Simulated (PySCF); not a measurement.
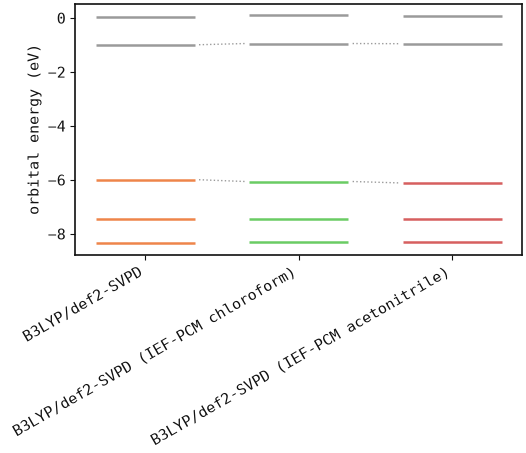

Frontier orbital energies of C₃H₈OSeSi, SMILES [SiH3]O[C@@H]1CC[Se]1 at one geometry, PySCF, at a PBE0-D3(BJ)/def2-SVP geometry (no frequency check). Empty levels are grey, levels within 0.1 eV stand side by side; all columns show the same few orbitals around the gap. Dotted lines join the HOMOs and the LUMOs.

Q: Compare the HOMO-LUMO separations.

A: The separation grows from 5.00 eV (B3LYP/def2-SVPD) to 5.16 eV (B3LYP/def2-SVPD (IEF-PCM acetonitrile)).

```
                                 level  HOMO (eV)  LUMO (eV)  separation (eV)
                       B3LYP/def2-SVPD      −6.00      −1.00             5.00
  B3LYP/def2-SVPD (IEF-PCM chloroform)      −6.07      −0.95             5.11
B3LYP/def2-SVPD (IEF-PCM acetonitrile)      −6.12      −0.96             5.16
```

Caveats, for all or some of the runs: empty levels above zero depend strongly on the basis; one conformer of a flexible molecule; spin-orbit coupling is left out, and with Se it can shift these levels and split any degenerate set.
